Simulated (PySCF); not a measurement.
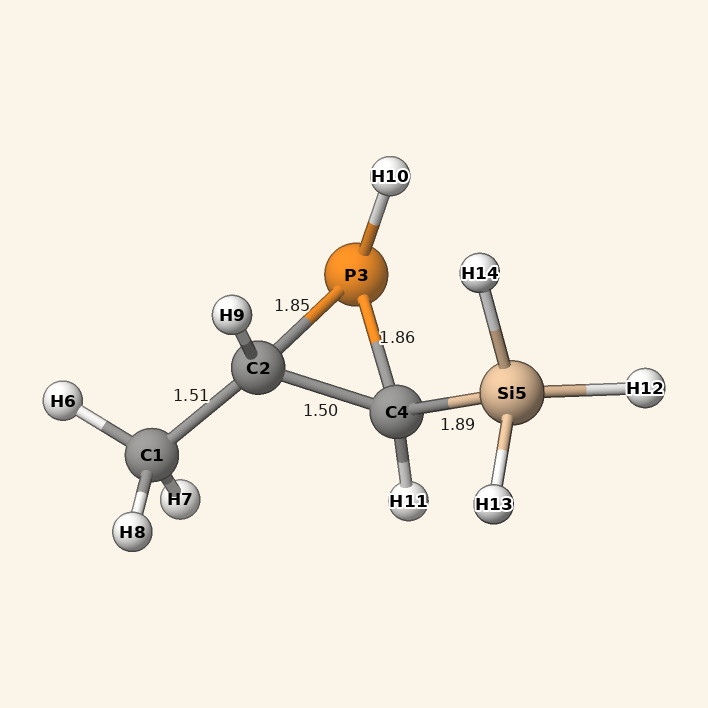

Bond lengths are marked in Å; every bond is drawn as one stick. The geometry was computed by an optimisation with GFN2-xTB. No frequency run is at hand to confirm it as a minimum.

Question: Which of the marked bonds are single, double, triple or aromatic?

Answer: C1–C2 single; C2–P3 single; C2–C4 single; P3–C4 single; C4–Si5 single.

Question: Give the structure as SMILES.

Answer: C[C@@H]1P[C@H]1[SiH3]
